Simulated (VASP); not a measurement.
Energy against volume of Pd (fcc). Computed with AM05 GGA, VASP's PBE PAW potentials (set 64) (plane waves; VASP 6.6.1).

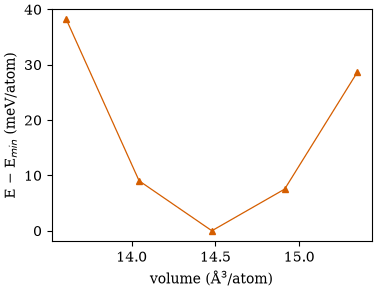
Fig. 1. Energy against volume

**Question.** Estimate the equilibrium volume and the bulk modulus.

**Answer.** The minimum lies near 14.5 Å³/atom, and the curvature gives B0 of about 200 GPa.

Measured: bulk modulus 195 GPa at 0 K (computed value off by +3.7 %), as given by Vázquez-Parga, Fernández-Martínez, Viñes, J. Chem. Theory Comput. (2023), doi:10.1021/acs.jctc.3c00612, Supporting … [zero-point energy and finite temperature contributions removed]; a 3.876 Å at 0 K (computed value off by -0.2 %), as given by Daniel Mejia-Rodriguez et al., Physical Review B (2018), arXiv:1807.09216 [static lattice: zero-point anharmonic expansion removed].

The compound is Pd in the fcc structure. It was relaxed first.
